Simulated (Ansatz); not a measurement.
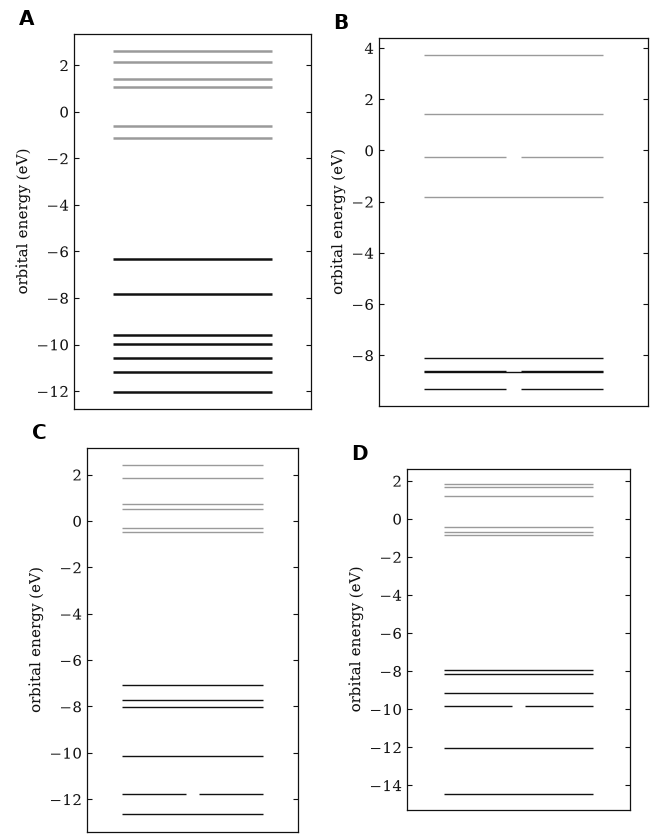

Kohn-Sham orbital energies near the frontier, PBE0/def2-TZVPP, the Ansatz code, at a PBE0-D4/def2-TZVP geometry (a minimum by its frequencies), isolated molecule; empty levels in grey, levels within 0.03 eV side by side.

Which panel belongs to which molecule?
1. C₂H₄AlFO, SMILES [OH][Al]1[CH2][C@@H]1F, singlet
2. C₃H₄AlF, SMILES [CH3][Al]1[CH]=[C]1F, singlet
3. ZnSiH₄O, SMILES [OH][Zn][SiH3], singlet
4. CHBr₃, SMILES BrC(Br)Br

A: 1 (HOMO −6.35 eV, LUMO −1.12 eV)
B: 4 (HOMO −8.12 eV, LUMO −1.80 eV)
C: 2 (HOMO −7.09 eV, LUMO −0.47 eV)
D: 3 (HOMO −7.94 eV, LUMO −0.84 eV)

Limits of at least one run: empty levels above zero depend strongly on the basis; no scalar relativity up to krypton; spin-orbit coupling is left out, and with Br it can shift these levels and split any degenerate set.
